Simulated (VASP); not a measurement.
# Lattice of SnSe2 across functionals and dispersion corrections, part 2 of 3

How close do the usual functionals, with and without dispersion, come to the cell of SnSe2? The start is a cell from a database of measured crystal structures.

VASP 6.6.1, plane waves and PAW; the level of theory is named at each step.

So far. Step 2 (Relaxation with LDA): It ends with a largest force of 0.004 eV/Å and a pressure of -0.04 GPa. The volume lies -2.7 % from that of the database's start, which holds the thermal and zero-point expansion of its experiment. The conventional cell has a = 3.804 and c = 5.992 Å.

## (3) Relaxation with PBEsol

This step: PBEsol; plane waves and PAW (Sn_d, Se) (VASP 6.6.1).

PBEsol restores the gradient expansion of exchange and is tuned for the cells of solids.

INCAR

```
SYSTEM = SnSe2
PREC = Accurate
ENCUT = 520
EDIFF = 1E-06
NELM = 100
ISMEAR = -1
SIGMA = 0.05
LREAL = .FALSE.
ALGO = Normal
GGA = PS
NBANDS = 19
LORBIT = 11
LWAVE = .FALSE.
LCHARG = .FALSE.
KPAR = 4
IBRION = 2
NSW = 60
ISIF = 3
EDIFFG = -0.01
```

POSCAR

```
SnSe2
1.0
    3.8110000000      0.0000000000      0.0000000000
   -1.9055000000      3.3004228138      0.0000000000
    0.0000000000      0.0000000000      6.1360000000
Sn Se
1 2
Direct
    0.0000000000      0.0000000000      0.0000000000
    0.3333333333      0.6666666667      0.2490000000
    0.6666666667      0.3333333333      0.7510000000
```

KPOINTS

```
Automatic mesh
0
Gamma
6 6 3
0 0 0
```

PAW data sets: Sn_d and Se (PBE family, release 64).

Run with:

```bash
$ mpirun -np 4 vasp_std
```

Output:

```text
[banner, memory and clock lines left out]
running    4 mpi-ranks, on    1 nodes
 distrk:  each k-point on    1 cores,    4 groups
 distr:  one band on    1 cores,    1 groups

 POSCAR found type information on POSCAR SnSe
 POSCAR found :  2 types and       3 ions
 [... a notice as in an earlier step ...]

 LDA part: xc-table for (Slater+PW92), standard interpolation
 POSCAR, INCAR and KPOINTS ok, starting setup
 FFT: planning ... GRIDC
 FFT: planning ... GRID_SOFT
 FFT: planning ... GRID
 WAVECAR not read
 entering main loop
       N       E                     dE             d eps       ncg     rms          rms(c)
DAV:   1     0.209603004474E+03    0.20960E+03   -0.12266E+04   664   0.157E+03
DAV:   2     0.116679695465E+02   -0.19794E+03   -0.19161E+03   673   0.397E+02
DAV:   3    -0.123350757709E+02   -0.24003E+02   -0.23575E+02   789   0.121E+02
DAV:   4    -0.131944040252E+02   -0.85933E+00   -0.85711E+00   771   0.238E+01
DAV:   5    -0.132150755924E+02   -0.20672E-01   -0.20668E-01   921   0.379E+00    0.519E+00
DAV:   6    -0.129570727453E+02    0.25800E+00   -0.47590E-01   970   0.816E+00    0.328E+00
DAV:   7    -0.129258176161E+02    0.31255E-01   -0.16345E-01   803   0.295E+00    0.884E-01
DAV:   8    -0.129236550790E+02    0.21625E-02   -0.12610E-02   829   0.119E+00    0.267E-01
DAV:   9    -0.129237214508E+02   -0.66372E-04   -0.12225E-03   740   0.265E-01    0.769E-02
DAV:  10    -0.129237257233E+02   -0.42725E-05   -0.92023E-05   848   0.667E-02    0.284E-02
DAV:  11    -0.129237404331E+02   -0.14710E-04   -0.21323E-05   703   0.273E-02    0.486E-03
DAV:  12    -0.129237409684E+02   -0.53536E-06   -0.12012E-06   622   0.892E-03
   1 F= -.12923741E+02 E0= -.12923694E+02  d E =-.129237E+02
 curvature:   0.00 expect dE= 0.000E+00 dE for cont linesearch  0.000E+00
 trial: gam= 0.00000 g(F)=  0.338E-01 g(S)=  0.900E-01 ort = 0.000E+00 (trialstep = 0.100E+01)
 search vector abs. value=  0.124E+00
 bond charge predicted
       N       E                     dE             d eps       ncg     rms          rms(c)
DAV:   1    -0.136039878610E+02   -0.68025E+00   -0.17083E+01   824   0.638E+01    0.444E+00
DAV:   2    -0.130979822834E+02    0.50601E+00   -0.10473E+00   851   0.151E+01    0.211E+00
DAV:   3    -0.129401137155E+02    0.15787E+00   -0.45271E-01   860   0.915E+00    0.367E-01
DAV:   4    -0.129378812847E+02    0.22324E-02   -0.23260E-02   679   0.147E+00    0.221E-01
DAV:   5    -0.129357828509E+02    0.20984E-02   -0.21061E-03   912   0.431E-01    0.582E-02
DAV:   6    -0.129357372619E+02    0.45589E-04   -0.14303E-04   753   0.108E-01    0.260E-02
DAV:   7    -0.129357430634E+02   -0.58015E-05   -0.17941E-05   779   0.327E-02    0.565E-03
DAV:   8    -0.129357450688E+02   -0.20054E-05   -0.19583E-06   598   0.971E-03    0.247E-03
DAV:   9    -0.129357456321E+02   -0.56334E-06   -0.46649E-07   491   0.640E-03
   2 F= -.12935746E+02 E0= -.12935561E+02  d E =-.120047E-01
[...]
3 F= -.12956864E+02 E0= -.12956775E+02  d E =-.331235E-01
[...]
4 F= -.12956861E+02 E0= -.12956773E+02  d E =-.331203E-01
[...]
5 F= -.12959357E+02 E0= -.12959254E+02  d E =-.249540E-02
[...]
6 F= -.12959904E+02 E0= -.12959784E+02  d E =-.304291E-02
 curvature:  -0.81 expect dE=-0.106E-04 dE for cont linesearch -0.131E-05
 ZBRENT: extrapolating
 opt :   1.5668  next Energy=   -12.959905 (dE=-0.304E-02)
 bond charge predicted
       N       E                     dE             d eps       ncg     rms          rms(c)
DAV:   1    -0.129599144025E+02   -0.10358E-04   -0.27084E-04   775   0.158E-01    0.162E-02
DAV:   2    -0.129599074888E+02    0.69136E-05   -0.16380E-05   771   0.477E-02    0.858E-03
DAV:   3    -0.129599053448E+02    0.21441E-05   -0.60620E-06   803   0.309E-02    0.275E-03
DAV:   4    -0.129599053938E+02   -0.49014E-07   -0.63089E-07   332   0.682E-03
   7 F= -.12959905E+02 E0= -.12959784E+02  d E =-.304415E-02
 curvature:  -0.76 expect dE=-0.953E-05 dE for cont linesearch -0.935E-07
 trial: gam= 0.00139 g(F)=  0.934E-05 g(S)=  0.327E-05 ort = 0.218E-04 (trialstep = 0.104E+01)
 search vector abs. value=  0.127E-04
 reached required accuracy - stopping structural energy minimisation
```

Wall time 57 s (4 MPI ranks of AMD EPYC 7R43, shared host); peak memory 0.73 GiB; 3.7 min of CPU time.

From OUTCAR (step 3):

```text
The static configuration has the point symmetry D_3d.

 Found     17 irreducible k-points:

   NELECT =      26.0000    total number of electrons

 E-fermi :   4.0780

 k-point     1 :       0.0000    0.0000    0.0000
  band No.  band energies     occupation
    ...
      9       3.2496      2.00000
     10       3.2496      2.00000
     11       3.5281      1.99997
     12       3.5281      1.99997
     13       3.6168      1.99980
     14       4.7208      0.00001
     15       6.7804      0.00000
     16       8.3938      0.00000
     17       8.3938      0.00000
     18      11.6763      0.00000
    ...

 k-point     2 :       0.1667   -0.0000    0.0000
  band No.  band energies     occupation
    ...
      9       1.2527      2.00000
     10       2.2869      2.00000
     11       2.4628      2.00000
     12       3.6538      1.99959
     13       3.7605      1.99652
     14       5.9643      0.00000
     15       7.4124      0.00000
     16       8.5100      0.00000
     17       8.8225      0.00000
     18      10.9279      0.00000
    ...

  Total        0.0096021      0.0096021      0.0043376      0.0000000      0.0000000      0.0000000
  in kB        0.1941864      0.1941864      0.0877197      0.0000000      0.0000000      0.0000000
  external PRESSURE =       0.1586975 kB  Pullay stress =       0.0000000 kB

  energy-cutoff  :      520.00
  volume of cell :       79.22
      direct lattice vectors                 reciprocal lattice vectors
     3.819039903 -0.000000000  0.000000000     0.261845916  0.151176810  0.000000000
    -1.909519951  3.307385574  0.000000000     0.000000000  0.302353620  0.000000000
    -0.000000000  0.000000000  6.272186667    -0.000000000 -0.000000000  0.159434030

 POSITION                                       TOTAL-FORCE (eV/Angst)
 -----------------------------------------------------------------------------------
      0.00000     -0.00000      0.00000        -0.000000      0.000000      0.000000
     -0.00000      2.20492      1.58468        -0.000000      0.000000      0.009841
      1.90952      1.10246      4.68751         0.000000     -0.000000     -0.009841
 -----------------------------------------------------------------------------------
    total drift:                               -0.000000      0.000000     -0.000000

  FREE ENERGIE OF THE ION-ELECTRON SYSTEM (eV)
  ---------------------------------------------------
  free  energy   TOTEN  =       -12.9599053938 eV

  energy  without entropy=      -12.9596633424  energy(sigma->0) =      -12.95978437

 total charge
# of ion       s       p       d       tot
------------------------------------------
    1        1.058   1.029  10.100  12.187
    2        1.486   2.295   0.027   3.808
    3        1.486   2.295   0.027   3.808
--------------------------------------------------
tot          4.030   5.618  10.154  19.803

[... 8 parts as in an earlier step ...]

[... 5 further parts left out ...]
```

The bonds form layers, held to each other by dispersion, which PBEsol lacks, so the spacing between them is unreliable. The PAW data sets were made with PBE, which is usual practice but a small mismatch for other functionals.

Relaxation path:

```csv
step,energy less that of the first step (eV),largest force (eV/Å),pressure (GPa),volume (Å³)
1,0.0000,0.5917,2.70,77.18
2,-0.0120,0.3039,-2.36,82.12
3,-0.0331,0.0727,-0.30,79.86
4,-0.0331,0.0820,-0.23,79.81
5,-0.0356,0.0407,-0.11,79.47
6,-0.0362,0.0116,0.00,79.24
7,-0.0362,0.0098,0.02,79.22
```

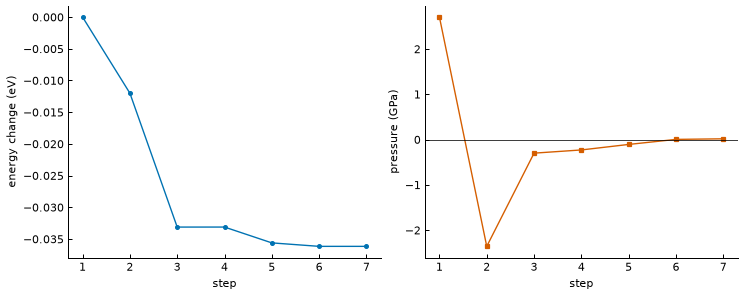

Energy and pressure along the relaxation.

```csv
"conventional cell, symmetrised",before,after,change
a (Å),3.811,3.819,+0.2 %
b (Å),3.811,3.819,+0.2 %
c (Å),6.136,6.272,+2.2 %
volume (Å³/atom),25.73,26.41,+2.7 %
```

The atoms that moved most (Å, as changes of fractional coordinates times the final cell):

```csv
atom,dx,dy,dz,length
Se2,0.000,0.000,0.023,0.023
Se3,0.000,0.000,-0.023,0.023
```

The relaxed structure:

```
Sn Se
1.0
     3.81904    0.00000    0.00000
    -1.90952    3.30739    0.00000
     0.00000    0.00000    6.27219
Sn Se
1 2
Cartesian
  0.0000 0.0000 0.0000
  0.0000 2.2049 1.5847
  1.9095 1.1025 4.6875
```

This step gave:

```yaml
free_energy_toten: -12.96 eV
energy_at_zero_smearing: -12.96 eV
fermi_energy: 4.078 eV
pressure: 0.01587 GPa
scf_cycles_over_all_ionic_steps: 50
gap_on_the_k_mesh: 0.6094 eV
least_direct_gap_on_the_k_mesh: 1.104 eV
```

It ends at 26.41 Å³/atom, +2.7 % from the start, with 0.02 GPa left. The conventional cell has a = 3.819 and c = 6.272 Å.

## (4) Relaxation with PBE

This step: PBE; plane waves and PAW (Sn_d, Se) (VASP 6.6.1).

PBE, the usual starting point, adds the gradient of the density.

INCAR: that of step 3 with these lines changed.

```diff
@@ -9,3 +9,3 @@
 ALGO = Normal
-GGA = PS
+GGA = PE
 NBANDS = 19
```

POSCAR is that of step 3.

KPOINTS is that of step 3.

Run with:

```bash
$ mpirun -np 4 vasp_std
```

Output:

```text
[banner, memory and clock lines left out]
running    4 mpi-ranks, on    1 nodes
[...]
LDA part: xc-table for (Slater+PW92), standard interpolation
 POSCAR, INCAR and KPOINTS ok, starting setup
[...]
entering main loop
       N       E                     dE             d eps       ncg     rms          rms(c)
DAV:   1     0.211697828324E+03    0.21170E+03   -0.12286E+04   664   0.157E+03
DAV:   2     0.129637910697E+02   -0.19873E+03   -0.19235E+03   673   0.399E+02
DAV:   3    -0.111310287924E+02   -0.24095E+02   -0.23663E+02   789   0.121E+02
DAV:   4    -0.119893689513E+02   -0.85834E+00   -0.85620E+00   771   0.239E+01
[...]
DAV:  11    -0.117280758406E+02   -0.33787E-04   -0.45605E-05   691   0.388E-02    0.637E-03
DAV:  12    -0.117280768977E+02   -0.10571E-05   -0.23683E-06   715   0.121E-02    0.592E-03
DAV:  13    -0.117280775344E+02   -0.63669E-06   -0.24819E-06   582   0.997E-03
   1 F= -.11728078E+02 E0= -.11728054E+02  d E =-.117281E+02
[... from here on, the cycles between the ionic steps are left out ...]
   2 F= -.11770291E+02 E0= -.11770009E+02  d E =-.422132E-01
   3 F= -.11837482E+02 E0= -.11837399E+02  d E =-.109405E+00
   4 F= -.11837479E+02 E0= -.11837398E+02  d E =-.109401E+00
   5 F= -.11839134E+02 E0= -.11839054E+02  d E =-.165497E-02
   6 F= -.11843072E+02 E0= -.11842989E+02  d E =-.559336E-02
   7 F= -.11846491E+02 E0= -.11846381E+02  d E =-.901178E-02
   8 F= -.11848021E+02 E0= -.11847918E+02  d E =-.153024E-02
   9 F= -.11851785E+02 E0= -.11851701E+02  d E =-.529458E-02
  10 F= -.11855790E+02 E0= -.11855734E+02  d E =-.929977E-02
  11 F= -.11856147E+02 E0= -.11856099E+02  d E =-.965673E-02
  12 F= -.11857066E+02 E0= -.11857018E+02  d E =-.918482E-03
  13 F= -.11857806E+02 E0= -.11857759E+02  d E =-.165879E-02
  14 F= -.11858314E+02 E0= -.11858264E+02  d E =-.508026E-03
  15 F= -.11858521E+02 E0= -.11858465E+02  d E =-.714549E-03
  16 F= -.11858563E+02 E0= -.11858509E+02  d E =-.428763E-04
  17 F= -.11858601E+02 E0= -.11858548E+02  d E =-.808651E-04
  18 F= -.11858602E+02 E0= -.11858550E+02  d E =-.818339E-04
  19 F= -.11858624E+02 E0= -.11858573E+02  d E =-.212097E-04
 trial-energy change:   -0.000021  1 .order   -0.000022   -0.000049    0.000006
 step:   0.6928(harm=  0.6928)  dis= 0.00141  next Energy=   -11.858624 (dE=-0.219E-04)
 reached required accuracy - stopping structural energy minimisation
```

Wall time 2 min (4 MPI ranks); peak memory 0.74 GiB; 8 min of CPU time.

Parts of OUTCAR (step 4):

```text
  Total       -0.0076799     -0.0076799      0.0089633     -0.0000000      0.0000000     -0.0000000
  in kB       -0.1357222     -0.1357222      0.1584031     -0.0000000      0.0000000     -0.0000000
  external PRESSURE =      -0.0376804 kB  Pullay stress =       0.0000000 kB

 POSITION                                       TOTAL-FORCE (eV/Angst)
 -----------------------------------------------------------------------------------
     -1.93873      3.35798      0.00000         0.000000     -0.000000      0.000000
     -0.00000      2.23865      1.59290        -0.000000     -0.000000      0.001745
      1.93873      1.11933      5.36997         0.000000      0.000000     -0.001745
 -----------------------------------------------------------------------------------
    total drift:                               -0.000000      0.000000     -0.000000

  FREE ENERGIE OF THE ION-ELECTRON SYSTEM (eV)
  ---------------------------------------------------
  free  energy   TOTEN  =       -11.8586236354 eV

  energy  without entropy=      -11.8585224789  energy(sigma->0) =      -11.85857306

[... 2 parts as in an earlier step ...]

[... 2 further parts left out ...]
[key lines of the parts left out:]
E-fermi :   2.9274
```

The bonds form layers, held to each other by dispersion, which PBE lacks, so the spacing between them is unreliable. After so large a change of volume the plane waves of the start cell no longer fit, so the final stress carries a basis-set error.

The steps of the relaxation:

```csv
step,energy less that of the first step (eV),largest force (eV/Å),pressure (GPa),volume (Å³)
1,0.0000,0.7769,5.69,77.18
2,-0.0422,0.6531,-3.29,87.83
3,-0.1094,0.0928,0.02,82.82
4,-0.1094,0.0781,0.15,82.71
5,-0.1111,0.0846,0.12,82.87
6,-0.1150,0.1043,0.14,83.37
7,-0.1184,0.1441,0.22,84.32
8,-0.1199,0.1318,0.20,84.63
9,-0.1237,0.0960,0.10,85.56
10,-0.1277,0.0234,-0.05,87.44
11,-0.1281,0.0050,-0.10,88.20
12,-0.1290,0.0196,0.02,88.52
13,-0.1297,0.0527,0.29,89.20
14,-0.1302,0.0216,0.17,89.72
15,-0.1304,0.0168,0.03,90.37
16,-0.1305,0.0161,0.00,90.46
17,-0.1305,0.0146,-0.04,90.64
18,-0.1305,0.0140,-0.06,90.67
19,-0.1305,0.0017,0.00,90.66
```

```csv
cell as run,before,after,change
a (Å),3.811,3.877,+1.7 %
b (Å),3.811,3.877,+1.7 %
c (Å),6.136,6.963,+13.5 %
volume (Å³/atom),25.73,30.22,+17.5 %
```

The atoms that moved most (Å, as changes of fractional coordinates times the final cell):

```csv
atom,dx,dy,dz,length
Se2,0.000,0.000,-0.141,0.141
Se3,0.000,0.000,0.141,0.141
```

Final coordinates:

```
Sn Se
1.0
     3.87746    0.00000    0.00000
    -1.93873    3.35798    0.00000
     0.00000    0.00000    6.96288
Sn Se
1 2
Direct
  0.00000 0.00000 0.00000
  0.33333 0.66667 0.22877
  0.66667 0.33333 0.77123
```

It ends at 30.22 Å³/atom, +17.5 % from the start, with 0.00 GPa left. The conventional cell has a = 3.877 and c = 6.963 Å. That is far more than a functional's usual error.

## (5) Relaxation with r2SCAN

This step: r2SCAN; plane waves and PAW (Sn_d, Se) (VASP 6.6.1).

r2SCAN adds the kinetic-energy density, costs more than a GGA and is run with LASPH.

INCAR: that of step 4 with these lines changed.

```diff
@@ -9,3 +9,4 @@
 ALGO = Normal
-GGA = PE
+METAGGA = R2SCAN
+LASPH = .TRUE.
 NBANDS = 19
```

POSCAR is that of step 4.

KPOINTS is that of step 4.

Run with:

```bash
$ mpirun -np 4 vasp_std
```

Output:

```text
[banner, memory and clock lines left out]
running    4 mpi-ranks, on    1 nodes
[...]
[... a notice as in an earlier step ...]

 LDA part: xc-table for (None), standard interpolation
 POSCAR, INCAR and KPOINTS ok, starting setup
[...]
entering main loop
       N       E                     dE             d eps       ncg     rms          rms(c)
DAV:   1     0.169953945660E+03    0.16995E+03   -0.12549E+04   664   0.161E+03
DAV:   2    -0.333868813487E+02   -0.20334E+03   -0.19688E+03   676   0.407E+02
DAV:   3    -0.581580681083E+02   -0.24771E+02   -0.24418E+02   800   0.124E+02
DAV:   4    -0.589859809054E+02   -0.82791E+00   -0.82661E+00   758   0.239E+01
[...]
DAV:  11    -0.545720071819E+02   -0.34897E-04   -0.53183E-05   717   0.629E-02    0.106E-02
DAV:  12    -0.545720099004E+02   -0.27185E-05   -0.58936E-06   779   0.204E-02    0.352E-03
DAV:  13    -0.545720102175E+02   -0.31714E-06   -0.67676E-07   428   0.582E-03
   1 F= -.54572010E+02 E0= -.54572009E+02  d E =-.545720E+02
[... from here on, the cycles between the ionic steps are left out ...]
   2 F= -.54578978E+02 E0= -.54578968E+02  d E =-.696748E-02
   3 F= -.54616955E+02 E0= -.54616952E+02  d E =-.449450E-01
   4 F= -.54616953E+02 E0= -.54616949E+02  d E =-.449423E-01
   5 F= -.54618548E+02 E0= -.54618545E+02  d E =-.159569E-02
   6 F= -.54620440E+02 E0= -.54620436E+02  d E =-.348707E-02
   7 F= -.54621768E+02 E0= -.54621764E+02  d E =-.132848E-02
   8 F= -.54624651E+02 E0= -.54624647E+02  d E =-.421093E-02
   9 F= -.54626745E+02 E0= -.54626742E+02  d E =-.630493E-02
  10 F= -.54625744E+02 E0= -.54625742E+02  d E =0.100081E-02
  11 F= -.54627068E+02 E0= -.54627065E+02  d E =-.322955E-03
  12 F= -.54627068E+02 E0= -.54627065E+02  d E =-.323296E-03
[...]
reached required accuracy - stopping structural energy minimisation
```

Wall time 5.3 min (4 MPI ranks); peak memory 0.74 GiB.

Parts of OUTCAR (step 5):

```text
  Total       -0.0149986     -0.0149986      0.0266700     -0.0000000     -0.0000000      0.0000000
  in kB       -0.2870262     -0.2870262      0.5103790     -0.0000000     -0.0000000      0.0000000
  external PRESSURE =      -0.0212245 kB  Pullay stress =       0.0000000 kB

 POSITION                                       TOTAL-FORCE (eV/Angst)
 -----------------------------------------------------------------------------------
      0.00000      0.00000      0.00000        -0.000000      0.000000      0.000000
     -0.00000      2.22018      1.57161        -0.000000      0.000000      0.006254
      1.92273      1.11009      4.96592         0.000000     -0.000000     -0.006254
 -----------------------------------------------------------------------------------
    total drift:                                0.000000     -0.000000     -0.000000

  FREE ENERGIE OF THE ION-ELECTRON SYSTEM (eV)
  ---------------------------------------------------
  free  energy   TOTEN  =       -54.6270678612 eV

  energy  without entropy=      -54.6270627877  energy(sigma->0) =      -54.62706532

[... 2 parts as in an earlier step ...]

[... 2 further parts left out ...]
[key lines of the parts left out:]
E-fermi :   3.5000
```

The bonds form layers, held to each other by dispersion, which r2SCAN holds only at short range, so the spacing between them may come out too wide.

Relaxation path:

```csv
step,energy less that of the first step (eV),largest force (eV/Å),pressure (GPa),volume (Å³)
1,0.0000,0.5091,3.68,77.18
2,-0.0070,0.5339,-2.83,83.97
3,-0.0449,0.0661,-0.02,80.59
4,-0.0449,0.0555,0.05,80.52
5,-0.0465,0.0722,0.08,80.60
6,-0.0484,0.1187,0.20,80.79
7,-0.0498,0.1108,0.14,81.10
8,-0.0526,0.0871,-0.01,82.02
9,-0.0547,0.0410,-0.27,83.86
10,-0.0537,0.1073,0.53,83.43
11,-0.0551,0.0074,0.00,83.72
12,-0.0551,0.0063,0.00,83.72
```

```csv
"conventional cell, symmetrised",before,after,change
a (Å),3.811,3.845,+0.9 %
b (Å),3.811,3.845,+0.9 %
c (Å),6.136,6.538,+6.5 %
volume (Å³/atom),25.73,27.91,+8.5 %
```

The atoms that moved most (Å, as changes of fractional coordinates times the final cell):

```csv
atom,dx,dy,dz,length
Se2,0.000,0.000,-0.056,0.056
Se3,0.000,0.000,0.056,0.056
```

The relaxed structure:

```cif
data_structure
_symmetry_space_group_name_H-M 'P 1'
_symmetry_Int_Tables_number 1
_cell_length_a 3.8455
_cell_length_b 3.8455
_cell_length_c 6.5375
_cell_angle_alpha 90.000
_cell_angle_beta 90.000
_cell_angle_gamma 120.000
_cell_volume 83.72
loop_
_atom_site_label
_atom_site_type_symbol
_atom_site_fract_x
_atom_site_fract_y
_atom_site_fract_z
_atom_site_occupancy
Sn1 Sn 0.00000 0.00000 0.00000 1
Se2 Se 0.33333 0.66667 0.24040 1
Se3 Se 0.66667 0.33333 0.75960 1
```

It ends at 27.91 Å³/atom, +8.5 % from the start, with 0.00 GPa left. The conventional cell has a = 3.845 and c = 6.538 Å.

(Part 2 of 3 ends here.)

[Lines on the potential files, build, host, timing and source positions are cut from VASP's logs without a mark.]

[Logs are printed without paths, hosts, clocks, repeated set-up lines and the standing remarks that a program may print on its own settings, such as how far it seeks lower states.]

[Hosts, paths, dates, database ids (printed as entryN), source tags and the programs' standing remarks are cut or masked in the printed files.]

[Measured values are set beside computed ones only where the two were judged alike; some that the calculation misses by far are left out.]
